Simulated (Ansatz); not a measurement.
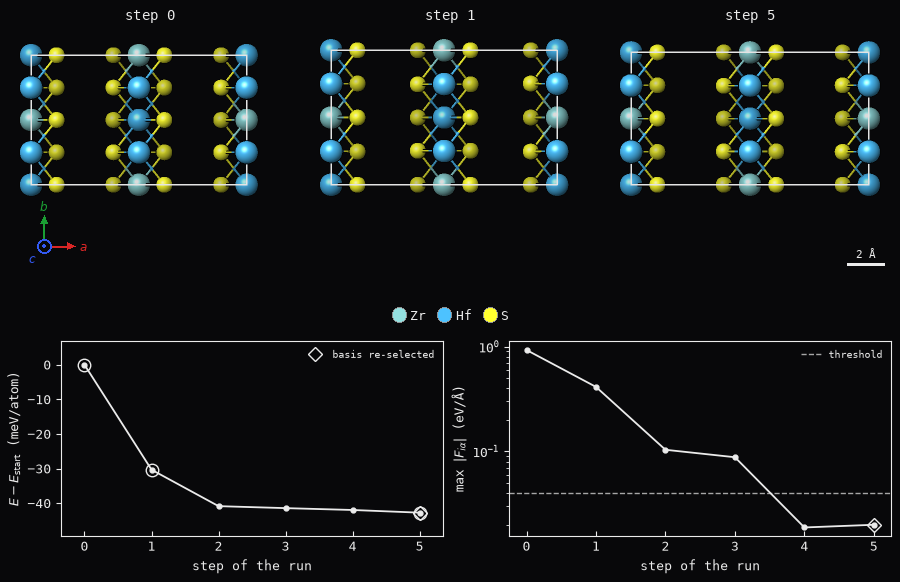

Frames of a relaxation of a crystal of Hf₃ZrS₈ (a generated structure, set up in C2/m) (coarse preliminary run), marked on the history of the run. Style: ball-and-stick. Shown: the conventional cell (2 times the calculation's cell), along the c axis. Lengths and directions refer to the drawn axes.

The calculation used Ansatz, DFT PBE, scalar-relativistic, plane waves, PAW.

Input
```yaml
crystal:
  lattice:
    - [5.95820607, -3.58114862, 0.0]
    - [5.95820607, 3.58114862, 0.0]
    - [0.0, 0.0, 6.20273136]
  atoms:
    - { symbol: Zr, position: [0.5, 0.5, 0.5] }
    - { symbol: Hf, position: [0.75, 0.25, 0.0] }
    - { symbol: Hf, position: [0.25, 0.75, 0.0] }
    - { symbol: Hf, position: [0.0, 0.0, 0.5] }
    - { symbol: S, position: [0.88197604, 0.88197604, 0.16666667] }
    - { symbol: S, position: [0.38197604, 0.38197604, 0.16666667] }
    - { symbol: S, position: [0.63197604, 0.13197604, 0.66666667] }
    - { symbol: S, position: [0.13197604, 0.63197604, 0.66666667] }
    - { symbol: S, position: [0.86802396, 0.36802396, 0.33333333] }
    - { symbol: S, position: [0.36802396, 0.86802396, 0.33333333] }
    - { symbol: S, position: [0.61802396, 0.61802396, 0.83333333] }
    - { symbol: S, position: [0.11802396, 0.11802396, 0.83333333] }
basis:
  ecutwfc: 420
kpoints:
  mp_grid: { grid: [4, 4, 4] }
hamiltonian:
  xc: pbe
scf:
  occupations: { method: gaussian, width: 0.1 }
  lower_state_search: "off"
output:
  forces: true
  stress: true
  eigenvalues: true
relax:
  adjacent_minimum: "off"
  f_tol: 0.04
  max_steps: 70
  cell: { stress_tol: 0.4 }
```

Run as
```bash
ansatz run input.yaml --threads 4 --pin off --max-ram 8192MiB --backend cpu --events-out ev --progress --plain --runs-dir out
```

> What happens along the run?

Over 4 accepted moves (5 points after the start) the energy falls by 42.7 meV per atom. The largest force component goes from 0.93 to 0.02 eV/Å. Pressure: 7.61 GPa at the start and 0.06 GPa at the end. At 1 point the geometry stayed and the basis and grid were re-selected for the new cell (energy shift of 0.8 meV per atom at most each time). The largest moves relative to the cell, 0.10 Å, are those of S5, S6, S11 and S12. S12 goes along −a. Hf and Zr stay in place. The drawn cell changes as follows: a 11.916 → 13.145 Å (+10.3 %), b 7.162 → 7.316 Å (+2.1 %), c 6.203 → 6.333 Å (+2.1 %); the volume changes by +15.0 %. Among the contacts that change: Zr1–S10 2.501 → 2.573 Å, Hf2–S11 2.501 → 2.556 Å. The space group stays C2/m (No. 12). From step 0 to 1: S atoms move most (0.04 Å), volume +12.9 %, energy −30.3 meV per atom. From step 1 to 5: S atoms move most (0.08 Å), volume +1.9 %, energy −12.4 meV per atom.

```json
{"step": "0", "E − E(0), meV/atom": "0.00", "largest force component, eV/Å": "0.9298", "pressure, GPa": "7.61", "volume, Å³/atom": "22.058", "note": ""}
{"step": "1", "E − E(0), meV/atom": "-30.30", "largest force component, eV/Å": "0.4133", "pressure, GPa": "-2.93", "volume, Å³/atom": "24.896", "note": ""}
{"step": "2", "E − E(0), meV/atom": "-40.82", "largest force component, eV/Å": "0.1038", "pressure, GPa": "-0.27", "volume, Å³/atom": "24.587", "note": ""}
{"step": "3", "E − E(0), meV/atom": "-41.40", "largest force component, eV/Å": "0.0881", "pressure, GPa": "0.33", "volume, Å³/atom": "24.899", "note": ""}
{"step": "4", "E − E(0), meV/atom": "-41.93", "largest force component, eV/Å": "0.0188", "pressure, GPa": "0.03", "volume, Å³/atom": "25.375", "note": ""}
{"step": "5", "E − E(0), meV/atom": "-42.71", "largest force component, eV/Å": "0.0200", "pressure, GPa": "0.06", "volume, Å³/atom": "25.375", "note": "same geometry, new basis"}
```
